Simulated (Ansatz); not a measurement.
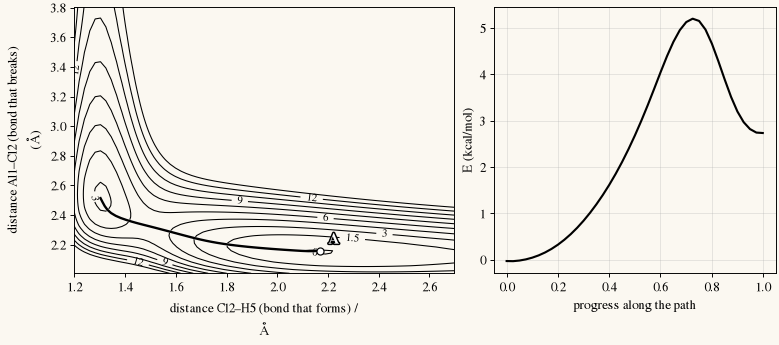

The reacting system AlCl3FH (fragments AlCl₃FH where the first distance is long, AlCl₂F + ClH where the second is long). Coordinates scanned: (1) distance Cl2–H5 (bond that forms); (2) distance Al1–Cl2 (bond that breaks). Relaxed at each point: all other coordinates. The grid has 9 × 9 points. Points are written as (first, second). All energies are given in kcal/mol relative to the lowest grid point. The reference is spin-restricted, so regions where a bond is pulled apart into radicals lie too high. Theory: Ansatz 0.2.0, RKS PBE0-D4/def2-SVP.

In the figure: contour lines labelled in kcal/mol (none above 13.5), a line along the lowest path, the energy along the path at the right, the start A. Between grid points the surface is interpolated.

Question: Describe the path and its barrier.

Answer: The easiest path leads from the well at about (2.17 Å, 2.16 Å) to the well at (1.308 Å, 2.535 Å), about 2.8 kcal/mol higher. Its highest point lies about 5.2 kcal/mol above the bottom of the first well on the interpolated surface, at (1.462 Å, 2.325 Å). Seen from the upper well the barrier is about 2.5 kcal/mol. This is the barrier on the constrained surface; relaxing the other coordinates would change it.
